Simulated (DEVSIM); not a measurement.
System: Si p-n junction from an implanted or diffused profile, at 300 K.

```csv
layer (left to right),material,thickness (μm),Nd (cm⁻³),τn (s),τp (s)
1,Si,63.0,5.4e14,0.00012,0.00012
```

Added acceptor profile: 6.9e18 cm⁻³ × exp(−(x − 0.034 μm)²/(2·(0.028 μm)²)). Left contact: ohmic. Right contact: ohmic. Voltage is applied to the left contact. Recombination: SRH at mid-gap. Gap narrowing is on: ΔEg = 6.92 meV × (l + √(l² + 0.5)), l = ln(N/1.3e17 cm⁻³), shared equally by both band edges. Mobility is constant in doping.

This is a model device: material constants are rounded textbook-type values typed into the input, and sizes, dopings and lifetimes were drawn at random. Values at 300 K.

```tsv
parameter	Si
gap (eV)	1.124
affinity (eV)	4.05
permittivity	11.7
Nc (cm⁻³)	2.86e19
Nv (cm⁻³)	3.1e19
μn (cm²/Vs)	1417
μp (cm²/Vs)	470
```

Simulated with DEVSIM: 1D drift-diffusion, Boltzmann statistics, complete ionisation; no tunnelling, impact ionisation, image-force lowering or self-heating.

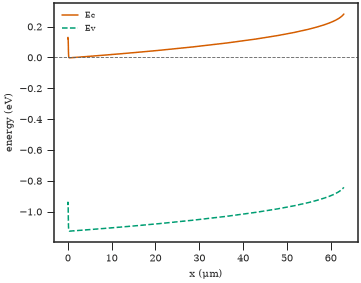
*Band edges at 0.9 V on the left contact*

Energies count from the Fermi level of the right contact; mesh points crowd at the junctions.

| x (μm) | Ec (eV) | Ev (eV) | n (cm⁻³) | p (cm⁻³) | field (V/cm) |
|---|---|---|---|---|---|
| 0.000 | 0.121 | -0.958 | 200 | 3.3e18 | 7700 |
| 0.02237 | 0.129 | -0.941 | 7.6e12 | 6.3e18 | 2800 |
| 0.04448 | 0.129 | -0.941 | 1.6e13 | 6.4e18 | -2500 |
| 0.06845 | 0.120 | -0.959 | 3.3e13 | 3.2e18 | -8400 |
| 0.1006 | 0.094 | -1.013 | 1.2e14 | 3.9e17 | -17000 |
| 0.1236 | 0.061 | -1.062 | 4.3e14 | 6.0e16 | -16000 |
| 0.1482 | 0.031 | -1.093 | 1.4e15 | 1.8e16 | -8800 |
| 0.1892 | 0.009 | -1.115 | 3.3e15 | 7.7e15 | -3000 |
| 0.2712 | -0.001 | -1.125 | 5.0e15 | 5.1e15 | -380 |
| 0.4596 | -0.003 | -1.126 | 5.3e15 | 4.8e15 | 17 |
| 0.9375 | -0.002 | -1.125 | 5.3e15 | 4.7e15 | 21 |
| 2.774 | 0.002 | -1.121 | 5.2e15 | 4.6e15 | 22 |
| 6.380 | 0.010 | -1.113 | 5.0e15 | 4.5e15 | 23 |
| 15.53 | 0.032 | -1.092 | 4.5e15 | 4.0e15 | 25 |
| 42.90 | 0.119 | -1.005 | 2.8e15 | 2.3e15 | 42 |
| 54.82 | 0.182 | -0.942 | 1.8e15 | 1.3e15 | 69 |
| 59.54 | 0.222 | -0.902 | 1.3e15 | 7.2e14 | 110 |
| 61.60 | 0.249 | -0.875 | 9.1e14 | 3.8e14 | 170 |
| 62.59 | 0.269 | -0.855 | 6.7e14 | 1.4e14 | 260 |
| 62.84 | 0.276 | -0.848 | 5.9e14 | 6.4e13 | 310 |
| 62.95 | 0.280 | -0.844 | 5.6e14 | 2.2e13 | 330 |
| 63.00 | 0.281 | -0.842 | 5.4e14 | 220000 | 330 |
